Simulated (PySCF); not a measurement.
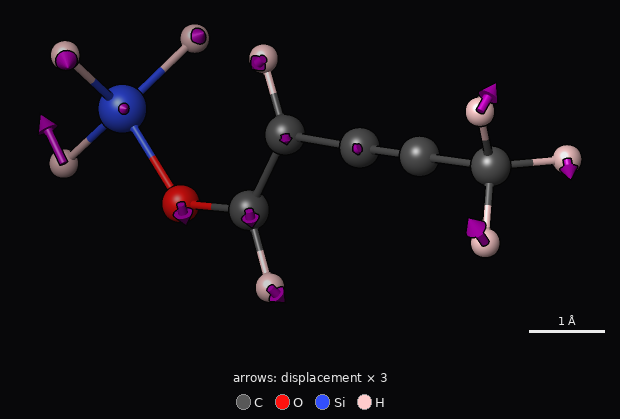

This is a relaxation of C5H8OSi. The starting structure is drawn; purple arrows show the displacements, 3 times their true length. The two geometries are superimposed by the best rigid fit.

A ball-and-stick model, seen from a free direction.

The start comes from GFN2-xTB. Its atoms were then displaced at random by about 0.01 Å.

These are results of PySCF 2.14.0, density-fitted response routines, PBE0-D3(BJ)/def2-SVP geometry optimisation, gas phase, not measurements. 

> Atoms of which element are displaced furthest, and by how much?

Hydrogen: up to 0.26 Å, against 0.12 Å for oxygen.

> Describe the change and its energy.

An H atom moves most after the best rigid fit: 0.26 Å. Largest moves by element: H 0.26 Å, O 0.12 Å, C 0.10 Å, Si 0.04 Å. Some distances before and after: H–Si 1.434 → 1.485 Å, O–Si 1.642 → 1.685 Å, H–Si 1.449 → 1.492 Å, C–C 1.305 → 1.348 Å. Bond angles that change, for instance: O–Si–H 98.3° → 104.9°, C–O–Si 132.9° → 127.7°, H–Si–H 115.1° → 111.1°. Over 7 geometry steps the energy falls by 0.318 eV.
